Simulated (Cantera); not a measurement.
Feed: 1 mol B, 3.7 mol O₂, 10 mol H₂, held at 0.133 bar.

Equilibrium computed with Cantera from the NASA thermochemical tables; the gas is ideal and each condensed phase is pure. Candidate condensed phases: B, B₂O₃, B₃O₃H₃, H₂O; 23 gas species. Rates play no part.

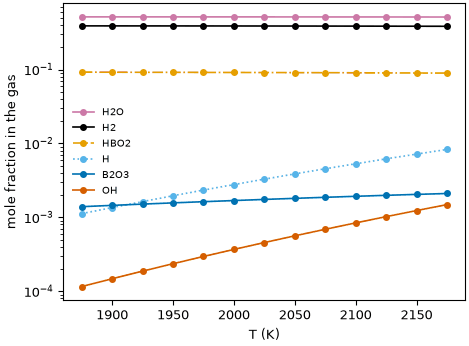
Equilibrium gas composition (values under 1e-9 drawn at 1e-9)

From 1875 K to 2175 K nothing is condensed. The main B-bearing gas is HBO₂ throughout.
